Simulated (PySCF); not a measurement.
## Geometry relaxation, with input and output: CH7B2FN2

- system: CH7B2FN2
- method: PBE0-D3(BJ)/def2-SVP geometry optimisation, gas phase (PySCF 2.14.0)

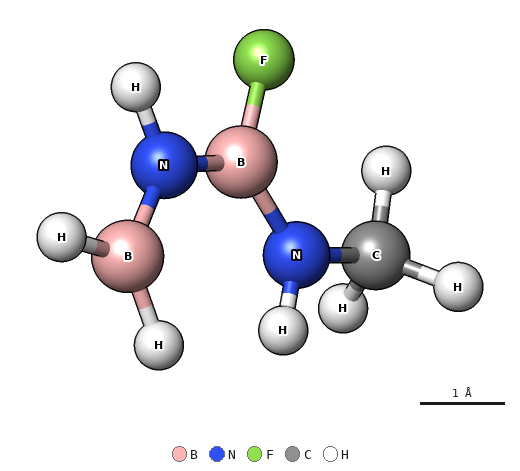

**Figure 1.** The input geometry (ball-and-stick view, seen at a tilt). Bond lengths as drawn: B–F 1.38 Å, B–H 1.15 to 1.18 Å, B–N 1.39 to 1.42 Å, C–H 1.08 to 1.11 Å, C–N 1.44 Å and H–N 1.00 to 1.02 Å.

Input:
```
{"job": {"xc": "PBE0", "basis": "def2-SVP", "d3": "d3bj", "grid": 1, "shake": 0.01, "kind": "geom"}, "charge": 0, "multiplicity": 1}
B     -2.389980    -0.224060    -0.214400
N     -1.470970     0.810860    -0.075450
B     -0.052600     0.757360     0.035130
F      0.641080     1.942160     0.165030
N      0.715260    -0.414180     0.026870
C      2.151830    -0.514140     0.145940
H     -2.045730    -1.316650    -0.260360
H     -3.529700     0.086010    -0.302580
H     -1.813010     1.770120    -0.021930
H      0.242510    -1.294340    -0.046270
H      2.571890     0.475430     0.244520
H      2.438360    -1.099400     1.038600
H      2.546860    -0.996060    -0.745410
```

The first line tells a small driver script what to run in PySCF; the rest is the geometry in Å.

Hardware: 1 CPU thread, shared host.

Launch command:
```bash
OMP_NUM_THREADS=1 python <driver script> task.json out
```

Log:
```
step   0  E = -300.97226791  max force = 0.036749
step   1  E = -300.97576203  max force = 0.012803
step   2  E = -300.97673553  max force = 0.007898
step   3  E = -300.97722424  max force = 0.005961
step   4  E = -300.97745247  max force = 0.001557
step   5  E = -300.97749750  max force = 0.000770
step   6  E = -300.97752754  max force = 0.001020
step   7  E = -300.97755263  max force = 0.001119
step   8  E = -300.97756712  max force = 0.000559
step   9  E = -300.97757979  max force = 0.000556
step  10  E = -300.97758756  max force = 0.000730
step  11  E = -300.97759522  max force = 0.000543
step  12  E = -300.97760402  max force = 0.000395
optimisation converged
```

Trajectory as extended XYZ (Å, eV, eV/Å), 13 frames, from step=0 to step=12:
```
13
Properties=species:S:1:pos:R:3:forces:R:3 step=0 energy=-8189.87256
B    -2.3900   -0.2241   -0.2144   -0.3983   1.4686  -0.0142
N    -1.4710    0.8109   -0.0755   -0.1246   0.7191   0.1028
B    -0.0526    0.7574    0.0351    1.8897   0.4842   0.2162
F     0.6411    1.9422    0.1650   -0.8024  -0.7646  -0.1203
N     0.7153   -0.4142    0.0269   -0.0281   0.4279   0.1595
C     2.1518   -0.5141    0.1459   -0.8549  -0.3807   0.2858
H    -2.0457   -1.3167   -0.2604    0.5499  -1.6429  -0.0548
H    -3.5297    0.0860   -0.3026   -0.6713  -0.0393  -0.0166
H    -1.8130    1.7701   -0.0219   -0.1435  -0.2229  -0.0765
H     0.2425   -1.2943   -0.0463   -0.2896  -0.4240  -0.0636
H     2.5719    0.4754    0.2445    0.3004   0.5640  -0.0116
H     2.4384   -1.0994    1.0386    0.0749   0.0062  -0.1025
H     2.5469   -0.9961   -0.7454    0.4979  -0.1955  -0.3040
13
Properties=species:S:1:pos:R:3:forces:R:3 step=1 energy=-8189.96764
B    -2.4043   -0.2085   -0.0438    0.1149  -0.2114  -0.1066
N    -1.4687    0.8303   -0.0194    0.1205  -0.2048   0.1157
B    -0.0136    0.7683   -0.0394   -0.4997  -0.1403  -0.6583
F     0.5947    1.9163   -0.3679    0.3198   0.1959   0.3245
N     0.7179   -0.4079    0.1157   -0.0604  -0.1660   0.1556
C     2.1514   -0.5101    0.0983    0.1451   0.0231  -0.0349
H    -2.0263   -1.3698   -0.0582   -0.0281   0.1784   0.0908
H    -3.5826    0.0443   -0.0982   -0.0741   0.0113   0.0367
H    -1.8320    1.7732   -0.0861   -0.0406   0.1378   0.0115
H     0.2117   -1.2846    0.2100    0.0562   0.2034   0.0836
H     2.5871    0.4999    0.0996   -0.0017  -0.0625  -0.0332
H     2.5370   -1.0391    0.9874   -0.0177   0.0166  -0.0272
H     2.5320   -1.0367   -0.7968   -0.0342   0.0184   0.0417
13
Properties=species:S:1:pos:R:3:forces:R:3 step=2 energy=-8189.99413
B    -2.3613   -0.2295   -0.0660    0.0005  -0.0505   0.1127
N    -1.4739    0.8512   -0.0532    0.1436   0.2725  -0.2707
B    -0.0210    0.8109   -0.0994    0.1714  -0.1713   0.4061
F     0.6698    1.9542   -0.2556   -0.3103   0.0516  -0.0886
N     0.6891   -0.3734    0.0959    0.1121  -0.1632  -0.0785
C     2.1207   -0.5261    0.0927   -0.0087   0.0374  -0.0537
H    -1.9136   -1.3588   -0.0465   -0.0695   0.0369  -0.0360
H    -3.5560   -0.0421   -0.0747    0.0158   0.0099  -0.0115
H    -1.8666    1.7876   -0.0889   -0.0319  -0.0200  -0.0034
H     0.1573   -1.2259    0.2196    0.0066  -0.0002   0.0048
H     2.5962    0.4629    0.0474   -0.0147   0.0027  -0.0001
H     2.4825   -1.0293    1.0051   -0.0120   0.0068   0.0091
H     2.4811   -1.1062   -0.7754   -0.0028  -0.0128   0.0097
13
Properties=species:S:1:pos:R:3:forces:R:3 step=3 energy=-8190.00743
B    -2.4059   -0.2113   -0.0721   -0.0219  -0.0086   0.0891
N    -1.4689    0.8274   -0.0618   -0.0172  -0.0729  -0.1610
B    -0.0176    0.7621   -0.0793   -0.1338   0.0913   0.3065
F     0.6118    1.9410   -0.2251    0.1399  -0.0414  -0.0807
N     0.7180   -0.4100    0.1104   -0.0242   0.1211  -0.1123
C     2.1534   -0.5144    0.0867    0.0071  -0.0315  -0.0098
H    -2.0331   -1.3645   -0.0406    0.0373  -0.0025  -0.0216
H    -3.5881    0.0431   -0.0964    0.0009   0.0025  -0.0106
H    -1.8336    1.7752   -0.1055    0.0373  -0.0239  -0.0013
H     0.2104   -1.2751    0.2418   -0.0146  -0.0369  -0.0130
H     2.5941    0.4896    0.0278   -0.0140   0.0111   0.0011
H     2.5437   -0.9986    0.9973    0.0066   0.0059   0.0107
H     2.5200   -1.0889   -0.7821   -0.0032  -0.0144   0.0029
13
Properties=species:S:1:pos:R:3:forces:R:3 step=4 energy=-8190.01364
B    -2.3924   -0.2132   -0.0666    0.0073  -0.0076   0.0098
N    -1.4688    0.8376   -0.0612    0.0057   0.0033  -0.0213
B    -0.0181    0.7771   -0.0494   -0.0425  -0.0220  -0.0800
F     0.6323    1.9392   -0.2333    0.0173  -0.0048   0.0519
N     0.7077   -0.4028    0.1210   -0.0082   0.0241   0.0030
C     2.1416   -0.5195    0.0844    0.0116  -0.0071   0.0180
H    -1.9952   -1.3584   -0.0265   -0.0018   0.0009   0.0112
H    -3.5777    0.0209   -0.1165    0.0027   0.0058   0.0080
H    -1.8386    1.7816   -0.1222    0.0022   0.0057   0.0029
H     0.1937   -1.2662    0.2442    0.0033   0.0035  -0.0021
H     2.5874    0.4827    0.0316    0.0017  -0.0030  -0.0089
H     2.5356   -1.0141    0.9880    0.0105   0.0064   0.0028
H     2.4967   -1.0893   -0.7925   -0.0098  -0.0052   0.0046
13
Properties=species:S:1:pos:R:3:forces:R:3 step=5 energy=-8190.01487
B    -2.3915   -0.2118   -0.0657   -0.0069   0.0044   0.0252
N    -1.4684    0.8394   -0.0707    0.0086   0.0050  -0.0396
B    -0.0182    0.7777   -0.0578   -0.0008  -0.0063   0.0159
F     0.6370    1.9402   -0.2204   -0.0032   0.0099   0.0076
N     0.7065   -0.4023    0.1145    0.0014  -0.0097  -0.0083
C     2.1407   -0.5219    0.0863   -0.0010   0.0021   0.0038
H    -1.9953   -1.3569   -0.0173    0.0026   0.0004   0.0009
H    -3.5769    0.0231   -0.1087   -0.0001   0.0018   0.0017
H    -1.8379    1.7837   -0.1304    0.0005  -0.0009  -0.0025
H     0.1911   -1.2654    0.2338    0.0007  -0.0039  -0.0075
H     2.5886    0.4793    0.0316    0.0009  -0.0018  -0.0068
H     2.5308   -1.0140    0.9931   -0.0003   0.0059   0.0045
H     2.4977   -1.0954   -0.7872   -0.0023  -0.0069   0.0049
13
Properties=species:S:1:pos:R:3:forces:R:3 step=6 energy=-8190.01569
B    -2.3930   -0.2055   -0.0609    0.0048   0.0048   0.0216
N    -1.4661    0.8422   -0.0851   -0.0132   0.0030  -0.0260
B    -0.0168    0.7760   -0.0636    0.0179   0.0067   0.0525
F     0.6420    1.9395   -0.2054   -0.0026   0.0096  -0.0145
N     0.7050   -0.4063    0.1056    0.0026  -0.0088  -0.0178
C     2.1394   -0.5261    0.0890   -0.0053  -0.0006   0.0018
H    -1.9976   -1.3501    0.0023   -0.0070  -0.0068  -0.0024
H    -3.5780    0.0319   -0.1007    0.0020   0.0001  -0.0009
H    -1.8323    1.7874   -0.1489    0.0009   0.0002  -0.0083
H     0.1885   -1.2700    0.2146   -0.0005  -0.0026  -0.0102
H     2.5880    0.4747    0.0346    0.0000  -0.0017  -0.0055
H     2.5232   -1.0157    1.0000   -0.0018   0.0038   0.0049
H     2.5019   -1.1022   -0.7804    0.0022  -0.0076   0.0047
13
Properties=species:S:1:pos:R:3:forces:R:3 step=7 energy=-8190.01637
B    -2.3934   -0.1952   -0.0496   -0.0206   0.0217   0.0001
N    -1.4622    0.8477   -0.1079   -0.0010  -0.0186   0.0136
B    -0.0137    0.7780   -0.0708    0.0575   0.0224   0.0476
F     0.6492    1.9427   -0.1861   -0.0079   0.0023  -0.0229
N     0.7044   -0.4082    0.0884   -0.0054  -0.0339  -0.0189
C     2.1382   -0.5367    0.0946   -0.0136   0.0183   0.0012
H    -2.0097   -1.3421    0.0399    0.0131   0.0060  -0.0010
H    -3.5765    0.0507   -0.0881   -0.0079  -0.0057  -0.0023
H    -1.8247    1.7934   -0.1840   -0.0038  -0.0054  -0.0132
H     0.1838   -1.2719    0.1758   -0.0097  -0.0043  -0.0069
H     2.5936    0.4611    0.0434    0.0020   0.0008  -0.0046
H     2.5057   -1.0256    1.0128   -0.0040   0.0023   0.0038
H     2.5095   -1.1182   -0.7674    0.0014  -0.0059   0.0034
13
Properties=species:S:1:pos:R:3:forces:R:3 step=8 energy=-8190.01676
B    -2.3949   -0.1843   -0.0427    0.0114   0.0025  -0.0085
N    -1.4578    0.8520   -0.1176   -0.0155   0.0076   0.0287
B    -0.0094    0.7759   -0.0729    0.0181   0.0080   0.0209
F     0.6590    1.9385   -0.1788   -0.0102  -0.0081  -0.0147
N     0.7011   -0.4157    0.0788    0.0055   0.0053  -0.0195
C     2.1347   -0.5430    0.0978   -0.0016  -0.0102   0.0066
H    -2.0110   -1.3299    0.0624   -0.0073  -0.0029   0.0019
H    -3.5777    0.0634   -0.0838    0.0004  -0.0006  -0.0025
H    -1.8155    1.7986   -0.2042   -0.0015   0.0011  -0.0123
H     0.1775   -1.2790    0.1532   -0.0004   0.0043  -0.0022
H     2.5900    0.4550    0.0482   -0.0021  -0.0026  -0.0037
H     2.4946   -1.0297    1.0203    0.0006   0.0010   0.0021
H     2.5136   -1.1262   -0.7596    0.0026  -0.0053   0.0033
13
Properties=species:S:1:pos:R:3:forces:R:3 step=9 energy=-8190.01711
B    -2.3938   -0.1778   -0.0393    0.0146  -0.0039  -0.0117
N    -1.4560    0.8575   -0.1181   -0.0131   0.0017   0.0286
B    -0.0072    0.7790   -0.0731    0.0055   0.0100  -0.0067
F     0.6616    1.9410   -0.1803    0.0043  -0.0091  -0.0030
N     0.7004   -0.4151    0.0735    0.0003  -0.0038  -0.0118
C     2.1329   -0.5509    0.0995   -0.0018   0.0038   0.0055
H    -2.0092   -1.3226    0.0724   -0.0122  -0.0034   0.0041
H    -3.5768    0.0686   -0.0847    0.0034   0.0023  -0.0010
H    -1.8130    1.8037   -0.2119    0.0036   0.0016  -0.0073
H     0.1725   -1.2762    0.1432   -0.0036   0.0024   0.0026
H     2.5943    0.4442    0.0491    0.0007  -0.0006  -0.0034
H     2.4859   -1.0371    1.0250    0.0002   0.0023   0.0016
H     2.5126   -1.1389   -0.7544   -0.0019  -0.0032   0.0025
13
Properties=species:S:1:pos:R:3:forces:R:3 step=10 energy=-8190.01732
B    -2.3945   -0.1659   -0.0361   -0.0072  -0.0037  -0.0118
N    -1.4507    0.8640   -0.1142    0.0190   0.0051   0.0139
B    -0.0014    0.7796   -0.0726   -0.0375  -0.0167  -0.0345
F     0.6734    1.9371   -0.1848    0.0031  -0.0006   0.0105
N     0.6988   -0.4195    0.0678    0.0031   0.0091  -0.0014
C     2.1304   -0.5610    0.1012    0.0073  -0.0074   0.0056
H    -2.0234   -1.3146    0.0828    0.0089   0.0089   0.0054
H    -3.5752    0.0891   -0.0905   -0.0011   0.0045   0.0017
H    -1.8032    1.8108   -0.2184    0.0017   0.0016   0.0023
H     0.1652   -1.2773    0.1352    0.0037   0.0005   0.0080
H     2.5960    0.4319    0.0447   -0.0001  -0.0019  -0.0024
H     2.4774   -1.0412    1.0321    0.0034   0.0024   0.0012
H     2.5115   -1.1574   -0.7461   -0.0043  -0.0019   0.0015
13
Properties=species:S:1:pos:R:3:forces:R:3 step=11 energy=-8190.01753
B    -2.3947   -0.1600   -0.0371   -0.0045  -0.0061  -0.0054
N    -1.4491    0.8683   -0.1122    0.0125   0.0025   0.0007
B    -0.0001    0.7795   -0.0736   -0.0279  -0.0109  -0.0194
F     0.6770    1.9355   -0.1864    0.0085   0.0031   0.0050
N     0.6977   -0.4208    0.0672   -0.0003   0.0041   0.0012
C     2.1290   -0.5666    0.1014    0.0046  -0.0011   0.0019
H    -2.0237   -1.3087    0.0815    0.0026   0.0044   0.0037
H    -3.5751    0.0961   -0.0927    0.0008   0.0044   0.0017
H    -1.7992    1.8159   -0.2170    0.0032   0.0018   0.0043
H     0.1620   -1.2769    0.1385    0.0023  -0.0013   0.0059
H     2.5975    0.4245    0.0381    0.0007  -0.0012  -0.0019
H     2.4751   -1.0416    1.0354    0.0013   0.0022   0.0012
H     2.5079   -1.1697   -0.7421   -0.0038  -0.0019   0.0012
13
Properties=species:S:1:pos:R:3:forces:R:3 step=12 energy=-8190.01777
B    -2.3973   -0.1421   -0.0395    0.0010  -0.0057   0.0066
N    -1.4432    0.8785   -0.1104   -0.0006   0.0030  -0.0203
B     0.0045    0.7776   -0.0764    0.0010  -0.0024   0.0111
F     0.6904    1.9285   -0.1896    0.0047   0.0047  -0.0077
N     0.6951   -0.4269    0.0657   -0.0053  -0.0019   0.0074
C     2.1255   -0.5816    0.1024   -0.0002   0.0037  -0.0046
H    -2.0336   -1.2930    0.0796   -0.0034  -0.0021  -0.0005
H    -3.5756    0.1233   -0.0964    0.0020   0.0025   0.0010
H    -1.7849    1.8292   -0.2156    0.0016   0.0024   0.0061
H     0.1543   -1.2789    0.1467    0.0004  -0.0026  -0.0002
H     2.6005    0.4048    0.0190    0.0009  -0.0003  -0.0008
H     2.4699   -1.0402    1.0453   -0.0014   0.0008   0.0010
H     2.4988   -1.2037   -0.7295   -0.0007  -0.0021   0.0009
```

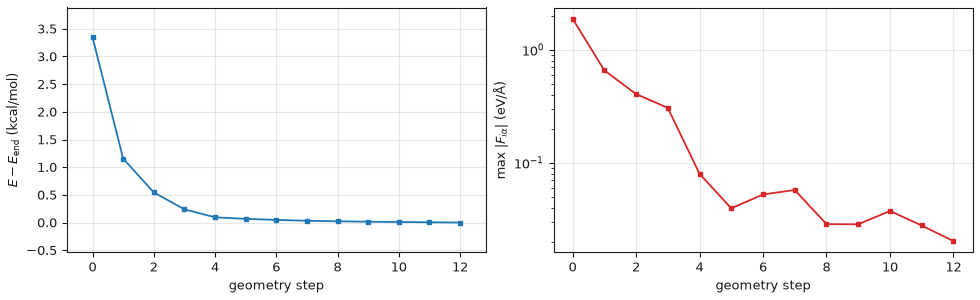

**Figure 2.** Progress of the relaxation, step by step (steps are counted from 0).

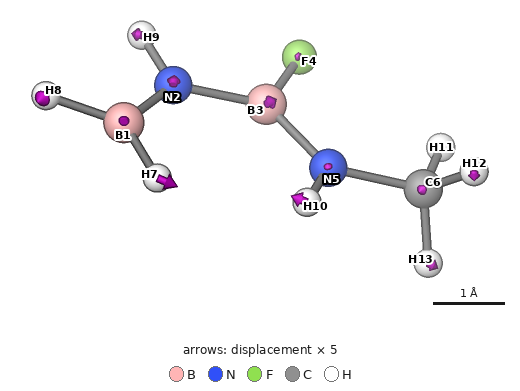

**Figure 3.** The starting structure with the displacements as pink arrows, magnified 5 times (ball-and-stick view, seen at a tilt). The two geometries are laid on each other by the best rigid fit. H7 moves most after the best rigid fit: 0.066 Å. Largest moves by element: H 0.066 Å, B 0.042 Å, N 0.038 Å, C 0.024 Å, F 0.017 Å. Among the contacts that change: B1–H7 1.146 → 1.213 Å, B3–F4 1.379 → 1.345 Å, N2–B3 1.424 → 1.452 Å, B1–H8 1.184 → 1.209 Å. Among the angles that change: N2–B1–H8 116.6° → 120.1°, F4–B3–N5 116.3° → 119.7°, N5–C6–H13 108.9° → 112.2°. After 12 geometry steps the energy has fallen by 3.35 kcal/mol. Largest force component: 1.9 eV/Å at the start, 0.02 eV/Å at the end. (Atoms are counted from 1 in the order of the input.)

Summary:

```json
{"quantity": "outcome", "value": "converged"}
{"quantity": "total energy", "value": "−300.977604 hartree"}
{"quantity": "dipole moment", "value": "1.04 D"}
{"quantity": "point group", "value": "Cs"}
{"quantity": "wall time", "value": "64 s"}
{"quantity": "peak memory", "value": "0.51 GiB"}
```
